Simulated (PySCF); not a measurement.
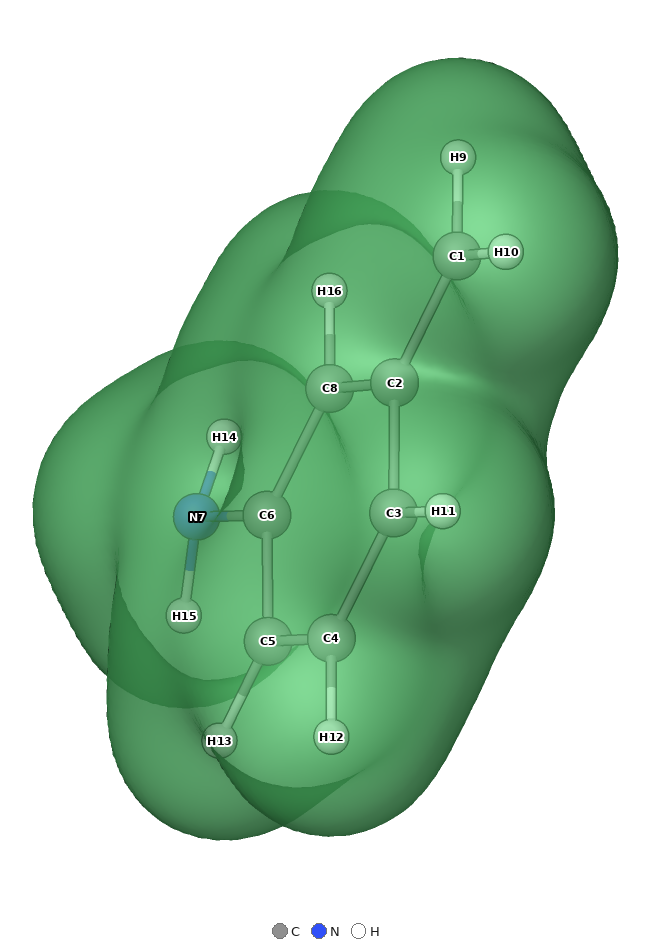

Figure 1: C₇H₈N (SMILES [CH2]c1cccc(N)c1) (doublet). Isosurface of the total electron density at 0.05 e/Å³ (green), seen at an oblique angle.

Geometry: GFN2-xTB.

These are results of UKS B3LYP, pcH-1 on C H N, non-relativistic, mean-field spin-orbit, GIAO (PySCF), not measurements.

| atom | x (Å) | y (Å) | z (Å) |
| --- | --- | --- | --- |
| C | -2.3572 | -0.8675 | 0.6762 |
| C | -1.1897 | -0.2297 | 0.3109 |
| C | -1.1725 | 1.1635 | 0.0186 |
| C | -0.0046 | 1.7838 | -0.3453 |
| C | 1.1846 | 1.0718 | -0.4372 |
| C | 1.2085 | -0.3026 | -0.1562 |
| N | 2.4091 | -0.9889 | -0.1773 |
| C | 0.0359 | -0.9371 | 0.2076 |
| H | -2.3744 | -1.9199 | 0.8952 |
| H | -3.2837 | -0.3288 | 0.7561 |
| H | -2.0947 | 1.7201 | 0.0877 |
| H | -0.0015 | 2.8414 | -0.5679 |
| H | 2.0988 | 1.5703 | -0.7242 |
| H | 2.3448 | -1.9916 | -0.2497 |
| H | 3.1451 | -0.5796 | -0.7301 |
| H | 0.0437 | -1.9962 | 0.4241 |

Question: How is the density connected at this value?

Answer: At this value the surface is in one piece. It bridges the sampled C–C (1.37 Å), C–N (1.38 Å), N–H (1.01 Å) and C–C (1.42 Å) contacts, where the density stays above the isovalue. On the grid the lowest density along these lines, outside the cores, is 2.2 e/Å³ (C–C, 1.37 Å), 2.1 e/Å³ (C–N, 1.38 Å), 2.3 e/Å³ (N–H, 1.01 Å) and 2 e/Å³ (C–C, 1.42 Å).
